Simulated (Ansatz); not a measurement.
# F2GeH4OSi: how energies converge with the basis set

Aim: see how fast density functionals converge with the basis set for F2GeH4OSi.

The runs use Ansatz 0.2.0, Gaussian basis; one geometry, several basis sets.

The runs, in order: PBE0-D4/def2-SVP; ωB97M-V/def2-SVP; PBE0-D4/def2-QZVPP; ωB97M-V/def2-QZVPP; the functionals' def2-TZVPP values are taken from earlier runs.

### 1 The geometry

An earlier PBE0-D4 in a triple-zeta def2 set relaxation fixed the geometry.

SMILES `[OH][Ge]([F])([F])[SiH3]`, 9 atoms, charge 0, spin multiplicity 1.

Atoms are counted from 1 here; the program's logs count them from 0.

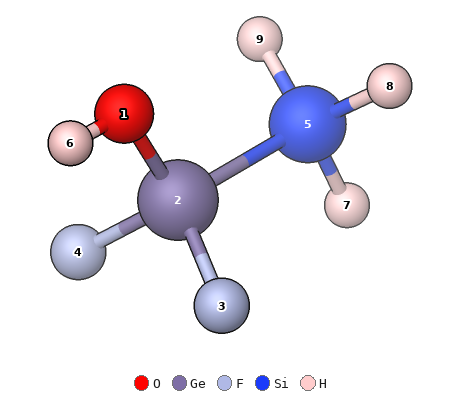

The structure; oxygen red, germanium purple, fluorine light blue, silicon blue, hydrogen pink; atoms are numbered from 1 in the order of the file.

### 2 PBE0-D4 in def2-SVP

The input, in.yaml:

```yaml
crystal:
  periodic: [false, false, false]
  atoms:
    - {symbol: O, position_ang: [0.637398, 1.962693, -0.123851]}
    - {symbol: Ge, position_ang: [0.666702, 0.235906, -0.419795]}
    - {symbol: F, position_ang: [0.702894, -0.004845, -2.134570]}
    - {symbol: F, position_ang: [2.222341, -0.352226, 0.064123]}
    - {symbol: Si, position_ang: [-1.125534, -0.916900, 0.633329]}
    - {symbol: H, position_ang: [1.371048, 2.434998, -0.528714]}
    - {symbol: H, position_ang: [-0.988909, -2.351503, 0.291862]}
    - {symbol: H, position_ang: [-2.391815, -0.356847, 0.107276]}
    - {symbol: H, position_ang: [-1.005525, -0.697574, 2.093241]}
basis:
  gaussian: {orbitals: def2-SVP}
hamiltonian: {xc: pbe0, dispersion: d4}
output: {orbitals: {seedname: orbitals}}
```

The run is started by

```
ansatz run in.yaml --threads 4 --pin off --events-out ev --progress --plain --max-ram 10444MiB
```

Further steps of the session: ωB97M-V in def2-SVP; PBE0-D4 in def2-QZVPP; ωB97M-V in def2-QZVPP.

**Question.** What will the summary of the whole plan be? Wanted: PBE0-D4: double and triple zeta above quadruple; ωB97M-V: double and triple zeta above quadruple.

**Answer**, as computed:

| quantity | value |
| --- | --- |
| PBE0-D4: double and triple zeta above quadruple | 21.48, 1.94 eV |
| ωB97M-V: double and triple zeta above quadruple | 21.60, 1.86 eV |

What this shows: PBE0-D4 gains 19.54 eV from double to triple zeta, then 1.94 eV more. These are total energies; as a rule much of such shifts cancels in differences, which this series doesn't test. The LUMO of ωB97M-V is positive and keeps falling with the basis (1.78 to 1.04 eV): an unbound level that the basis holds in place.
